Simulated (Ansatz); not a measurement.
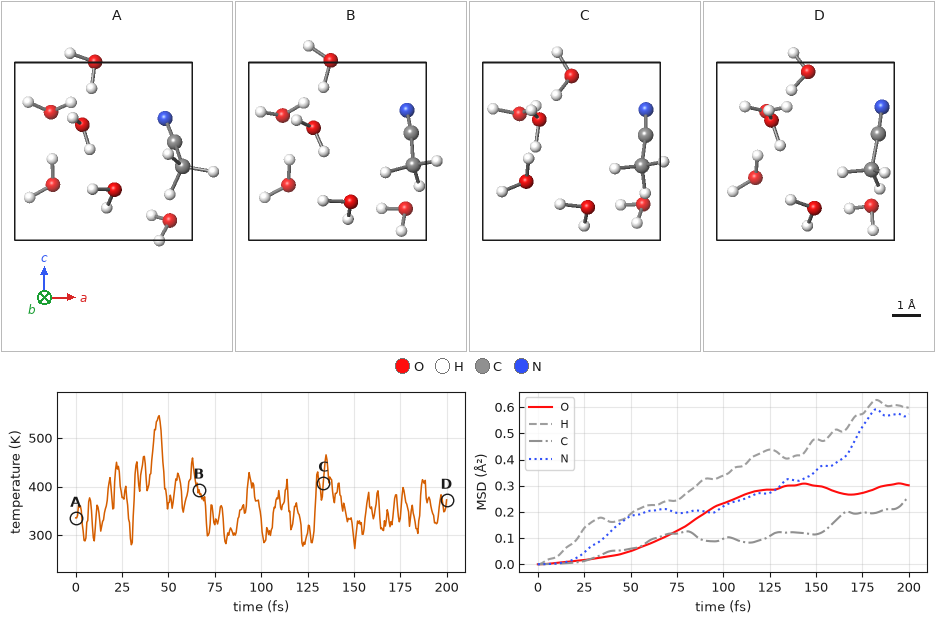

Molecular dynamics of a periodic cell with 6 H2O + 1 CH3CN at 0.928 g/cm³, 200 fs long. It starts from the last geometry of an earlier run, with fresh velocities. Frames (A at 0 fs, B at 66 fs, C at 134 fs, D at 200 fs) and the history of the run. The picture is a ball-and-stick view of the simulation cell, seen along the b axis. Atoms that leave the cell re-enter on the other side.

Theory: Ansatz 0.2.0, DFT LDA, scalar-relativistic, plane waves, PAW. Set-up: plane-wave cutoff 420 eV; k-point mesh 1 × 1 × 1; Fermi-Dirac smearing 0.02 eV; Langevin thermostat (NVT); set temperature 350 K; time step 0.5 fs; friction 0.02 per fs.

What do the frames and curves show?

The mean temperature in the second half is 351 K (standard deviation 38 K). The potential energy in the second half lies on average 9.6 meV per atom below the first frame. Root-mean-square distances from the starting positions over the second half, with the common drift of all atoms taken out: H 0.70 Å, N 0.62 Å, O 0.53 Å, C 0.38 Å. The heavy atoms stay within a fraction of a molecule's size of their starting places; so short a run doesn't tell a liquid from a solid.

Limits of the set-up: the periodic images lie only 6.4 Å apart, so the values are limited by the cell's size.
